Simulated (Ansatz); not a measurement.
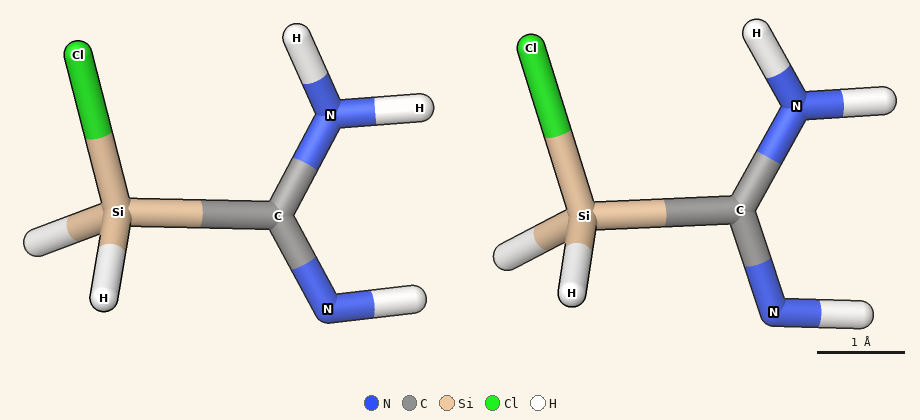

Two geometries of CH$_{5}$ClN$_{2}$Si (coarse preliminary run), drawn at one scale. One is the start of a relaxation, the other its converged end. A stick model, seen at a tilt.

Method: RKS PBE-D4/def2-SVP (Ansatz). Set-up: force threshold 0.03 eV/Å; at most 200 steps.

Q: Which geometry has the lower energy?

A: The right one is the relaxed one. The start comes from a force field. Over 11 geometry steps the energy falls by 45.1 kJ/mol. Largest force component: 4.5 eV/Å at the start, 0.021 eV/Å at the end. The atom that moves furthest after the best rigid fit is an H atom (0.26 Å). Largest moves by element: H 0.26 Å, N 0.25 Å, Cl 0.18 Å, Si 0.08 Å, C 0.08 Å. Some distances before and after: Cl–Si 1.997 → 2.111 Å, C–Si 1.944 → 1.897 Å, C–N 1.250 → 1.293 Å, H–N 1.060 → 1.021 Å. Among the angles between lasting bonds that change: N–C–Si 121.2° → 109.1°, H–N–H 107.5° → 118.6°, N–C–N 120.8° → 130.7°. The run took 15 s on 4 threads of Arm Neoverse V1 (shared host).
